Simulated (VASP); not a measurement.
Band structure of BaAlGeH (space group P3m1). Level of theory: PBEsol GGA, VASP's PBE PAW potentials (set 64) (plane waves; VASP 6.6.1).

Unless said otherwise, spin-orbit coupling is left out, though it shifts the bands of the heavy elements here.

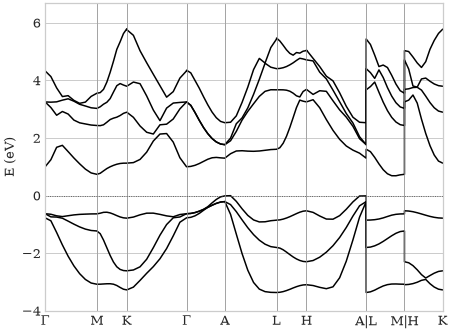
Figure. Bands along high-symmetry lines, zero at the valence-band maximum or, without a gap, the Fermi level

Read the plot: is there a gap, and where are the band edges?

The gap is indirect, 0.69 eV, from the valence maximum at A-L at 0.11 to the conduction minimum at L-M at 0.78. (Edges off the drawn lines would not show.)

The structure comes from a computed database's BaAlGeH entry (P3m1); how it stands against other phases isn't given here. It was relaxed first, which changed the volume by -5 %.
